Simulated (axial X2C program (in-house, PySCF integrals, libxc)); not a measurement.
**ClB⁺: from the state search to constants**

Aim: find the lowest determinant of ClB⁺, scan the bond at several levels and fit the constants, once spin-free and once with spin–orbit coupling.

Method: all-electron X2C, Cl dyall-av3z, B dyall-v3z; program: an in-house X2C program for linear molecules on PySCF integrals.

All values are calculated.

### Step 1. Input

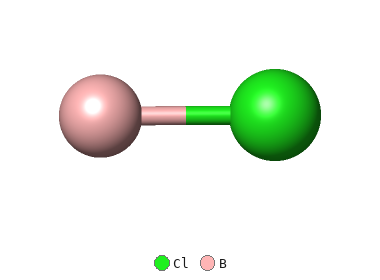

The two atoms at 1.840 Å (chlorine green, boron pink).

File task.json:

```json
{
 "zs": [
  17,
  5
 ],
 "q": 1,
 "bas": [
  "dyall-av3z",
  "dyall-v3z"
 ],
 "levels": [
  "PBE0",
  "HF",
  "r2SCAN0"
 ],
 "cc": true,
 "r0": 1.84,
 "thr": -2.0,
 "nmax": 90,
 "npts": 10,
 "nst": 2,
 "ntry": 6
}
```

Keys: zs atomic numbers; q charge; bas basis sets; levels methods (HF also brings MP2); cc coupled cluster on or off; r0 starting distance in Å; thr threshold in hartree for freezing inner shells (an s shell follows its p shell); nmax most natural virtual spinors; npts points asked for on the curve; nst determinants followed; ntry starts of the search.

Run with:

```console
> python so2c.py task.json out
```

Spin-free means the one-electron spin-free X2C Hamiltonian; two-component (2c) means X2C with spin–orbit coupling and atomic mean-field two-electron Coulomb and Gaunt terms. Basis: Cl dyall-av3z contracted to [9s8p3d2f], B dyall-v3z contracted to [7s6p2d1f]; Gaussian nuclei, density fitting. Masses: Cl 34.969 u, B 11.009 u.

Notation: σ, π±, δ± give the projection m of an orbital's angular momentum (0, ±1, ±2), α and β its spin, Λ and M_S the sums; ω is the projection of a spinor's total angular momentum and Ω the sum. Logs are in hartree.

After this run come: PBE0, spin-free; HF, spin-free; r2SCAN0, spin-free; MP2 and beyond, spin-free; PBE0, 2c; HF, 2c; r2SCAN0, 2c; MP2 and beyond, 2c.

What does the calculation give? Wanted: for each run, Hamiltonian; Re; ωe; De; μ.

The runs gave:

Lowest determinant that the search found at its distance, spin-free: M_S = 1/2, Λ = 0 (beyond closed shells: σα).

Lowest determinant that the search found at its distance, 2c: Ω = 1/2 (excess of +ω over −ω: ω = 1/2).

```tsv
Hamiltonian	level	Re (Å)	ωe (cm⁻¹)	De (eV)	μ (D)
spin-free	PBE0	1.599	1147	4.23	2.72
spin-free	HF	1.596	1172	3.04	3.21
spin-free	MP2	1.598	1170	3.96	n/a
spin-free	CCSD	1.600	1149	3.26	n/a
spin-free	CCSD(T)	1.605	1136	3.44	n/a
spin-free	r2SCAN0	1.595	1161	4.29	2.80
2c	PBE0	1.599	1147	4.22	2.72
2c	HF	1.596	1171	2.98	3.20
2c	MP2	1.599	1170	3.93	n/a
2c	CCSD	1.600	1148	3.22	n/a
2c	CCSD(T)	1.605	1135	3.41	n/a
2c	r2SCAN0	1.595	1161	4.29	2.80
```

Dipoles are positive if B is the positive end and refer to the centre of mass.

**Reading.** At CCSD(T), going from spin-free to two-component changes Re by 0 mÅ, ωe by -0.1 %, which is small (part of it comes from the scalar share of the two-electron terms). De moves by -0.03 eV; both De rest on single-determinant atoms, which can miss part of an open shell's spin–orbit lowering.

De refers to Cl + B+, each in the lowest determinant found, which need not be this curve's own limit. The state is a single determinant with fixed occupations, the lowest that a limited PBE0 search found. Dissociation energies refer to the lowest single-determinant-based atoms at the same level and basis. Density functionals use the spin component along the axis (collinear). CCSD and (T) use frozen natural virtuals with an MP2 correction for the truncation. The meta-GGAs lack a current-density term, which matters for open shells with orbital currents, atoms included.
